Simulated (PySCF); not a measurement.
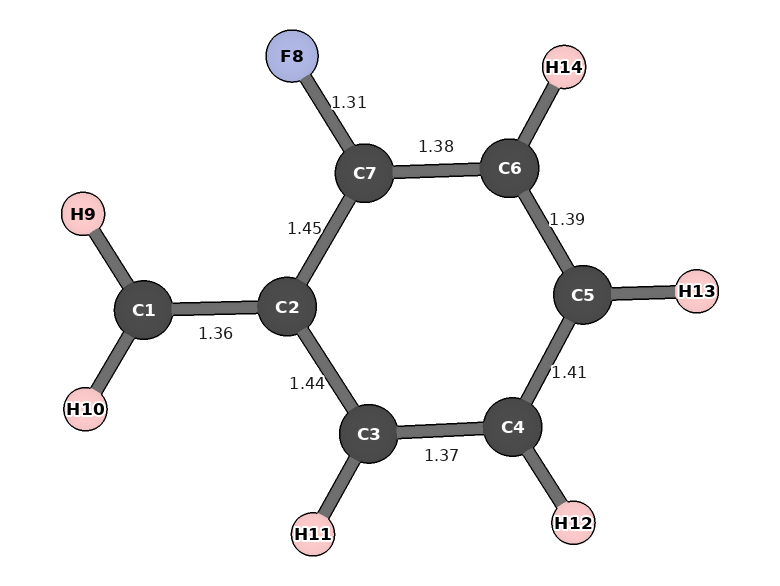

The numbers beside the sticks are distances in Å. Sticks don't show bond order. Charge +1, singlet. The geometry was computed by an optimisation with GFN2-xTB. No frequency run is at hand to confirm it as a minimum.

### Which of the marked bonds are single, double, triple or aromatic?

C1–C2 single; C2–C3 aromatic; C2–C7 aromatic; C3–C4 aromatic; C4–C5 aromatic; C5–C6 aromatic; C6–C7 aromatic; C7–F8 single. This is one Lewis structure.

### Write the SMILES.

[CH2+]c1ccccc1F
